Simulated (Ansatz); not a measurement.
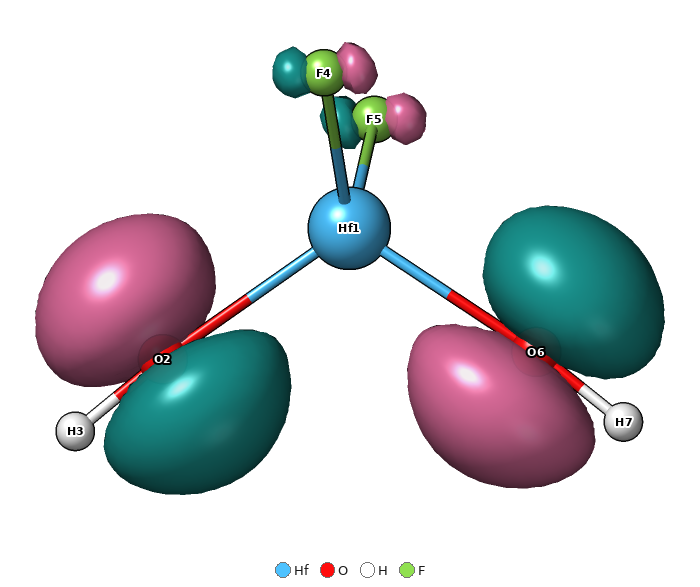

The picture shows: F2H2HfO2. The HOMO at ±0.15 Å⁻³ᐟ² (teal and pink are the two phases), seen across its widest extent.

Core potentials replace the inner electrons of Hf.

Computed with Ansatz, RKS PBE0-D4/def2-SVP.

```xyz
7

Hf   -0.1304   -0.0515    0.0811
O    -0.2547    0.1422    1.9825
H    -0.3581    0.1768    2.9306
F     1.7206   -0.0740   -0.4308
F    -0.9819    1.4499   -0.7608
O    -0.9685   -1.6663   -0.5178
H    -1.4065   -2.4867   -0.7325
```

### Describe this orbital and give its energy.

By Hirshfeld shares it lies mainly on O2 (about 40 %) and O6 (about 40 %); largely a combination of lone pairs on O2 and O6. Its energy is −9.35 eV.
